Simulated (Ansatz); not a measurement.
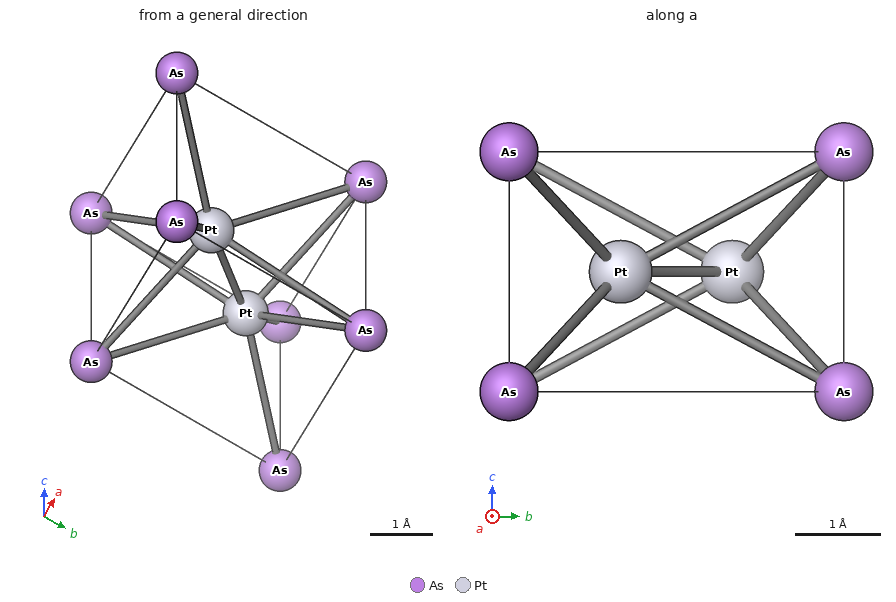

Shown here is a ball-and-stick view of the crystal, taken from a general direction and along the a axis. The conventional unit cell is outlined; an atom on or near a face, edge or corner is repeated at each equivalent position.

Sticks mark As–Pt up to 3.31 Å, Pt–Pt up to 3.03 Å (cut-off distances).

Formula?

Answer. AsPt2. The cell holds 1 As, 2 Pt, counting shared atoms by their share.

Name the lattice type.

Answer. Primitive hexagonal.

Structure type?

Answer. AlB₂ type.

What extended units do the bonds make?

Answer. The bonds build a three-dimensional framework.

The cell started as a textbook structure type filled with these elements (whether it is the usual form wasn't checked). Atoms and cell were optimised with Ansatz 0.2.0, DFT PBE, scalar-relativistic, plane waves, PAW.
